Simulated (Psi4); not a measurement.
# Si2H5OF (SMILES O[SiH](F)[SiH3]) at DSD-PBEP86/6-31G(d) (density fitting for correlation, spherical functions)

Aim: the energy change on altering one bond length of Si2H5OF at DSD-PBEP86/6-31G* (density fitting for correlation, spherical functions), from 2 runs. 

The results are computed with Psi4 1.11.

## Step 1: The system as given

Si2H5OF has 9 atoms, charge 0, and is taken as a singlet. As SMILES, `O[SiH](F)[SiH3]`. Geometry: relaxed at PBE0-D4/def2-TZVP. This is one conformer, not always the lowest.

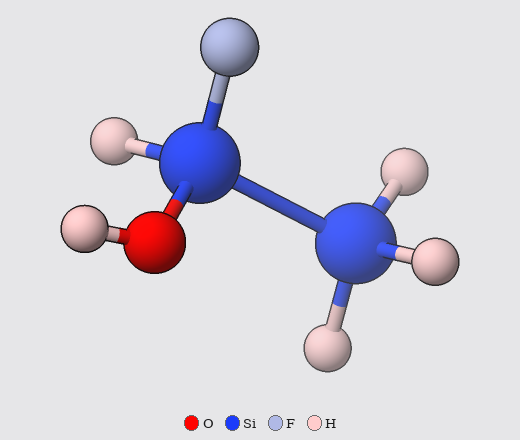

The structure, seen from a chosen angle (oxygen red, silicon blue, fluorine light blue, hydrogen pink).

## Step 2: A single-point energy at DSD-PBEP86/6-31G(d) (density fitting for correlation, spherical functions)

File job.py:

```python
import psi4

psi4.set_memory('2200 MB')
psi4.set_num_threads(1)
psi4.core.set_output_file('output.dat', False)

geom = psi4.geometry("""
0 1
O     -0.392500    -0.610800     1.768100
Si    -0.831500    -0.160600     0.257700
F     -1.775600     1.133800     0.319400
Si     1.135000     0.371100    -0.891700
H     -1.050500    -1.005600     2.343000
H     -1.664600    -1.215400    -0.380600
H      0.798700     0.860600    -2.255200
H      1.981700    -0.845200    -1.013900
H      1.887800     1.425600    -0.163800
units angstrom
symmetry c1
no_reorient
no_com
""")

psi4.set_options({
    'basis': '6-31G*',
    'reference': 'rks',
    'puream': True,
    'e_convergence': 1e-09,
    'd_convergence': 1e-08,
    'scf_type': 'pk',
    'dft_radial_points': 99,
    'dft_spherical_points': 590,
    'num_frozen_docc': 12,
})

energy_value, wavefunction = psi4.energy('DSD-PBEP86', return_wfn=True)
print(f'DSD-PBEP86 energy: {energy_value:.10f} Eh')
```

On the command line:

```console
$ python job.py
```

output.dat:

```text
[...]
  Running in c1 symmetry.
[...]
  Nuclear repulsion =  227.836453995710258
[...]
  Multiplicity = 1
[...]
  Nalpha       = 25
  Nbeta        = 25
[...]
    Number of basis functions: 74
[...]
   @RKS iter   1:  -755.80529290221182   -7.93107e-01   7.08343e-03 DIIS/ADIIS
[...]
   @RKS iter  11:  -755.91951160871326   -5.68434e-13   2.17184e-09 DIIS
[...]
    Orbital Energies [Eh]
    ---------------------
    Doubly Occupied:
       1A    -67.891120     2A    -67.820468     3A    -25.719835
       4A    -20.080472     5A     -5.882281     6A     -5.827181
       7A     -4.073741     8A     -4.072306     9A     -4.071001
      10A     -4.016135    11A     -4.016109    12A     -4.015778
      13A     -1.441805    14A     -1.244411    15A     -0.725600
      16A     -0.657495    17A     -0.643235    18A     -0.588189
      19A     -0.580443    20A     -0.537628    21A     -0.482487
      22A     -0.457776    23A     -0.443848    24A     -0.443314
      25A     -0.372640
[...]
  @RKS Final Energy:  -755.91951160871326
   => Energetics <=
    Nuclear Repulsion Energy =            227.8364539957102579
    One-Electron Energy =               -1502.6009223096477854
    Two-Electron Energy =                 536.7034690510473638
    DFT Exchange-Correlation Energy =     -17.8585123458231649
    Empirical Dispersion Energy =           0.0000000000000000
    VV10 Nonlocal Energy =                  0.0000000000000000
    Total Energy =                       -755.9195116087132646
[...]
 Multipole Moments:
 ------------------------------------------------------------------------------------
     Multipole            Electronic (a.u.)      Nuclear  (a.u.)        Total (a.u.)
 ------------------------------------------------------------------------------------
 L = 1.  Multiply by 2.5417464519 to convert [e a0] to [Debye]
 Dipole X            :         24.2181922          -24.4120490           -0.1938568
 Dipole Y            :        -14.7556567           14.1442221           -0.6114346
 Dipole Z            :        -12.4769225           12.6099535            0.1330310
 Magnitude           :                                                    0.6550801
[...]
```

On the terminal:

```text
DSD-PBEP86 energy: -756.1881024050 Eh
```

Run time: 8.1 s. Hardware: 1 thread of Intel Xeon 6975P-C (Granite Rapids), shared host; peak memory 1.1 GiB.

## Step 3: The distorted shape, same level

File input.in:

```
memory 2200 MB

molecule {
  0 1
  O     -0.95508270    -1.45312002     3.13491769
  Si    -1.78467247    -0.60236532     0.28067535
  F     -3.56876290     1.84369618     0.39727145
  Si     1.93147395     0.40240206    -1.89137586
  H     -2.19852249    -2.19918390     4.22132124
  H     -3.35900330    -2.59564844    -0.92553683
  H      1.29595906     1.32742300    -4.46801743
  H      3.53150506    -1.89607182    -2.12230039
  H      3.56742498     2.69399356    -0.30953714
  units au
  symmetry c1
}

set basis 6-31G*
set reference rks
set puream true
set e_convergence 1e-09
set d_convergence 1e-08
set scf_type pk
set dft_radial_points 99
set dft_spherical_points 590
set num_frozen_docc 12

result, w = energy('dsd-pbep86', return_wfn=True)
```

On the command line:

```console
$ psi4 -n 1 input.in input.out
```

input.out:

```text
[...]
  Running in c1 symmetry.
[...]
  Nuclear repulsion =  226.960617093929073
[...]
  Multiplicity = 1
[...]
  Nalpha       = 25
  Nbeta        = 25
[...]
    Number of basis functions: 74
[...]
   @RKS iter   1:  -755.79079256667706   -8.47860e-01   7.08613e-03 ADIIS/DIIS
[...]
   @RKS iter  11:  -755.90569545522396   -1.36424e-12   2.41427e-09 DIIS
[...]
    Orbital Energies [Eh]
    ---------------------
    Doubly Occupied:
       1A    -67.894466     2A    -67.837091     3A    -25.721533
       4A    -20.081889     5A     -5.885463     6A     -5.839816
       7A     -4.076921     8A     -4.075506     9A     -4.074227
      10A     -4.028912    11A     -4.028766    12A     -4.028543
      13A     -1.443403    14A     -1.245794    15A     -0.726375
      16A     -0.651651    17A     -0.644493    18A     -0.589831
      19A     -0.581448    20A     -0.538829    21A     -0.483515
      22A     -0.459135    23A     -0.447436    24A     -0.420379
      25A     -0.373467
[...]
  @RKS Final Energy:  -755.90569545522396
   => Energetics <=
    Nuclear Repulsion Energy =            226.9606170939290735
    One-Electron Energy =               -1500.6846684193421879
    Two-Electron Energy =                 535.6621323894513580
    DFT Exchange-Correlation Energy =     -17.8437765192622599
    Empirical Dispersion Energy =           0.0000000000000000
    VV10 Nonlocal Energy =                  0.0000000000000000
    Total Energy =                       -755.9056954552239631
[...]
 Multipole Moments:
 ------------------------------------------------------------------------------------
     Multipole            Electronic (a.u.)      Nuclear  (a.u.)        Total (a.u.)
 ------------------------------------------------------------------------------------
 L = 1.  Multiply by 2.5417464519 to convert [e a0] to [Debye]
 Dipole X            :         -5.0636280            4.7796756           -0.2839524
 Dipole Y            :          1.6026081           -2.3238545           -0.7212464
 Dipole Z            :          2.2556803           -2.1849399            0.0707404
 Magnitude           :                                                    0.7783506
[...]
```

Run time: 8.1 s. Hardware: 1 thread of Intel Xeon 6975P-C (Granite Rapids), shared host; peak memory 1.1 GiB.

## Step 4: Results

At DSD-PBEP86/6-31G* (density fitting for correlation, spherical functions), 12 core orbitals frozen:

| quantity | value |
| --- | --- |
| first shape: total energy | -756.18810 Eh |
| first shape: HOMO energy (SCF part's orbitals) | -10.14 eV |
| first shape: LUMO energy (SCF part's orbitals) | 2.21 eV |
| first shape: HOMO–LUMO gap (SCF part's orbitals) | 12.35 eV |
| distorted shape: total energy | -756.17546 Eh |
| distorted shape: HOMO energy (SCF part's orbitals) | -10.16 eV |
| distorted shape: LUMO energy (SCF part's orbitals) | 1.90 eV |
| distorted shape: HOMO–LUMO gap (SCF part's orbitals) | 12.06 eV |
| energy change with the Si4–H9 bond stretched from 1.486 to 1.709 Å | 0.344 eV |

In words: With the Si4–H9 bond stretched from 1.486 to 1.709 Å the energy rises by 0.34 eV (33.2 kJ/mol). The first shape isn't relaxed at this level, so the change isn't measured from a minimum.
